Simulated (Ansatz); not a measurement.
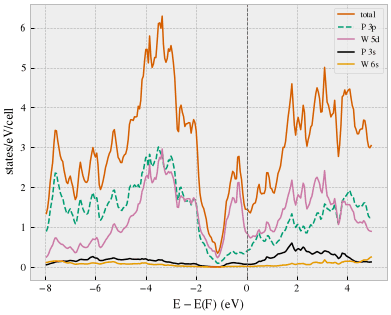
*Total and projected density of states of P2W in space group C2/m (No. 12; P on 4i, P on 4i, W on 4i), the program Ansatz at the r²SCAN level (PAW)*

Which orbitals carry the states next to the Fermi level?

Within 0.5 eV of the Fermi level: W 5d 63 %, P 3p 26 %, outside the projected shells 6 %. Projections are on Löwdin-orthogonalised atomic valence shells; empty p or d shells of many metals are not among them.

Where is the tallest occupied peak in this window, and what makes it?

Near -3.3 eV, about 6.3 states/eV per cell; the largest projected share is W 5d.

The workflow started from an entry of the Crystallography Open Database (COD), which files this formula under 2 space groups. Whether it is the stable phase at ambient conditions was not checked. Symmetry was held in the r²SCAN relaxation; whether a distortion lowers the energy is not shown. The run is not spin-polarised. Spin–orbit coupling is left out wherever it is not named.

Potentials: the later of the program's two PAW sets.
